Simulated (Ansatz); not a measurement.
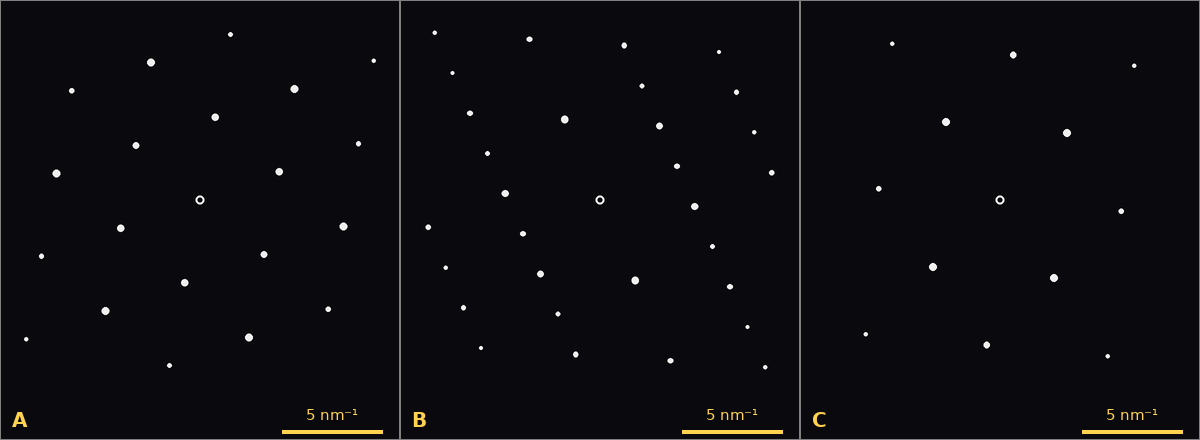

Computed electron diffraction patterns, 120 kV, single scattering only, B = 0.5 Å².

All three come from Zn, space group P6_3/mmc (No. 194), a = 2.74 Å, c = 4.55 Å (hexagonal axes). Structure: the input geometry of an electronic-structure calculation (not necessarily at equilibrium).

| atom | site | symmetry | x | y | z |
| --- | --- | --- | --- | --- | --- |
| Zn | 2d | -6m2 | 0.3333 | 0.6667 | 0.7500 |

Assign the zone axes [001], [100], [211] to A, B and C.

Answer. A is [001]: hexagonal net of 1 -1 0 at d = 2.38 Å and 1 0 0 at d = 2.38 Å, at 60.0°. B is [100]: rectangular net of 0 0 1 (itself extinct) at d = 4.55 Å and 0 1 0 at d = 2.38 Å, at 90.0°. C is [211]: centred rectangular net of 0 1 -1 at d = 2.11 Å and -1 1 1 at d = 2.11 Å, at 79.7°.
